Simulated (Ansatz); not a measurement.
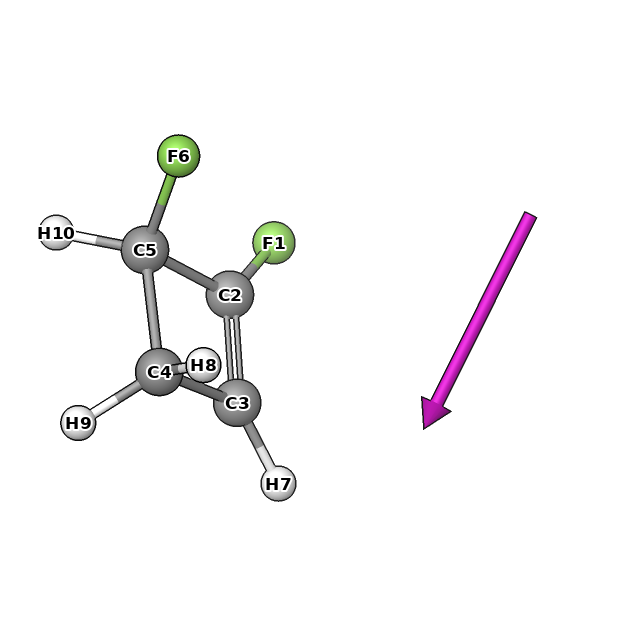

The arrow beside the molecule shows the direction of the dipole moment, from the negative to the positive end (its length means nothing). Computed geometry: PBE-D4/def2-SVP optimisation. No frequency run is at hand to confirm it as a minimum. Properties computed with RKS PBE-D4/def2-SVP (Ansatz 0.2.0).

Question: How large is the dipole moment?

Answer: 1.90 D; it points from the side of F6 to the side of H9 (the outermost atoms at the two ends).
